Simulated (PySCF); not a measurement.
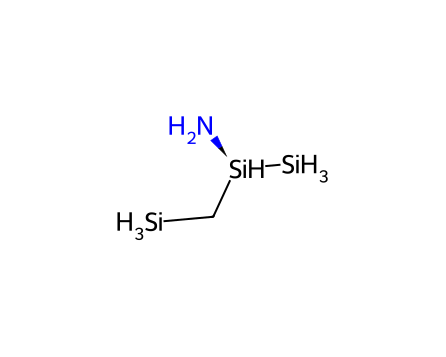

**Give its SMILES.**

N[Si@@H]([SiH3])C[SiH3]

**What is the molecular formula?**

CH11NSi3.

**An optimisation with PBE0-D3(BJ)/def2-SVP gave a structure of which point group?**

C1.

The parts below concern this one geometry. Atoms keep their numbers from picture to picture. The computed structure is the end point of a PBE0-D3(BJ)/def2-SVP optimisation. No frequency run is at hand to confirm it as a minimum.

**Dipole moment**

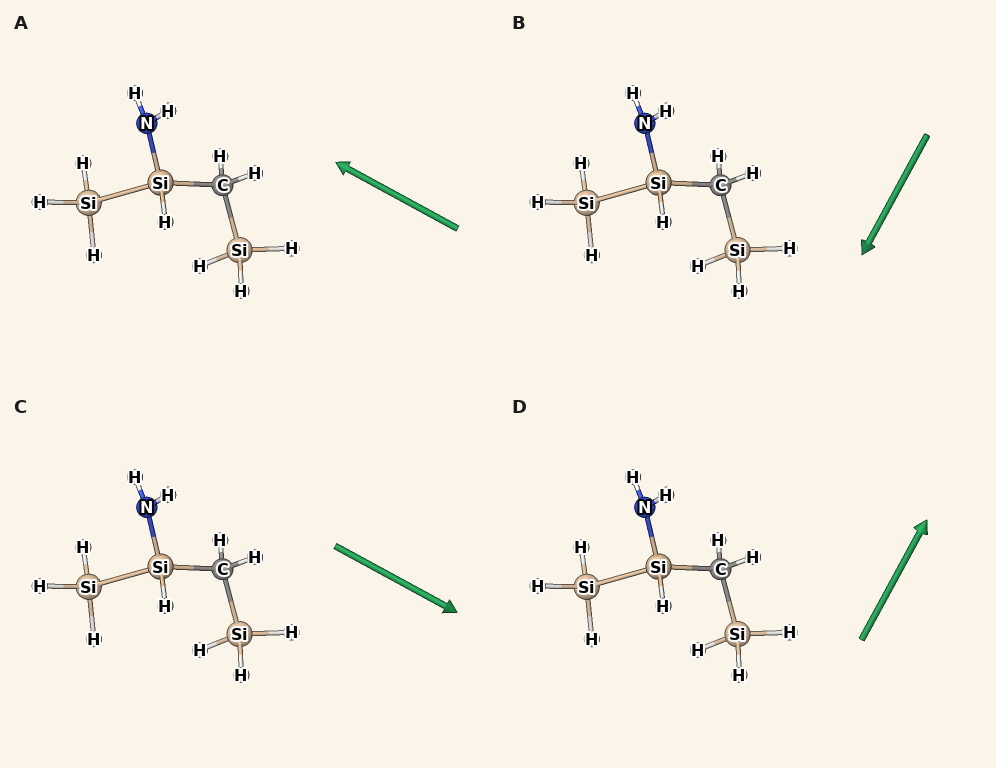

The same molecule four times, each with an arrow. No frequency run is at hand to confirm it as a minimum. Properties computed with PBE0/pcSseg-1, gas phase (PySCF 2.14.0).

**Which arrow points along the dipole moment, from the negative to the positive end?**

D. The dipole moment is 2.28 D.

**Excitation**

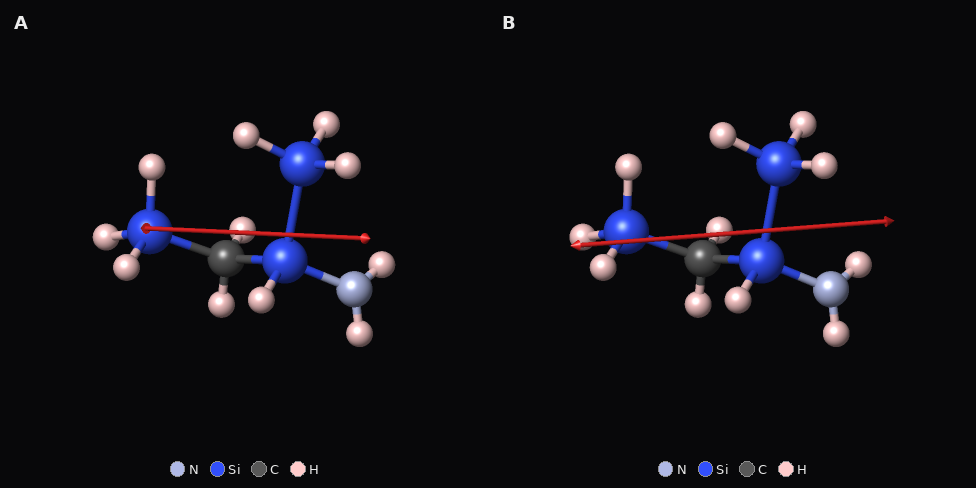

The double arrows show the directions of two transition dipoles from the ground state (lengths mean nothing). No frequency run is at hand to confirm it as a minimum. Method: TDDFT PBE0/def2-SVPD, vertical, gas phase, core orbitals frozen in the response (PySCF 2.14.0).

**One belongs to singlet state 1 and one to singlet state 4. Which is which?**

A: state 1, 5.85 eV (212 nm), oscillator strength 0.027, mainly HOMO → LUMO (weight 0.94).
B: state 4, 6.88 eV (180 nm), oscillator strength 0.028, mainly HOMO−1 → LUMO (weight 0.64).

**Core levels**

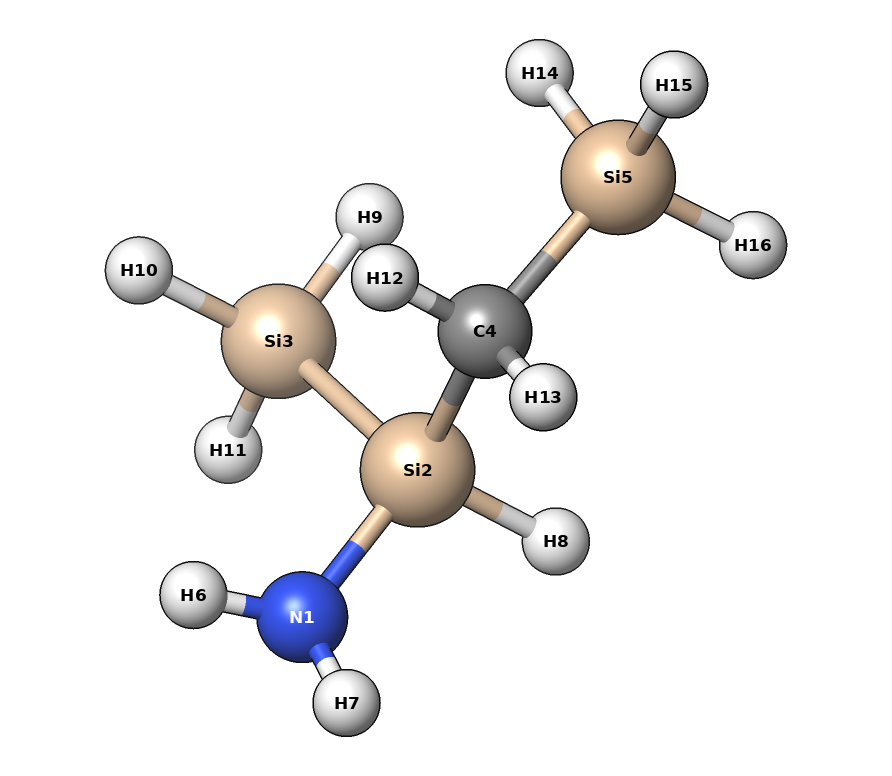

No frequency run is at hand to confirm it as a minimum. Level of theory: delta-SCF UKS SCAN, pcX-2 on the ionised atom, pcseg-1 elsewhere, spin-free X2C (PySCF 2.14.0).

Give the core-electron binding energies (to vacuum; p and d levels without spin–orbit splitting) of N1 1s, Si2 1s, Si2 2p, Si3 1s, Si3 2p, C4 1s, Si5 1s, Si5 2p.

```tsv
atom	level	binding energy (eV)
N1	1s	404.5
Si2	1s	1846.3
Si2	2p	106.6
Si3	1s	1845.9
Si3	2p	106.4
C4	1s	289.7
Si5	1s	1846.3
Si5	2p	106.7
```
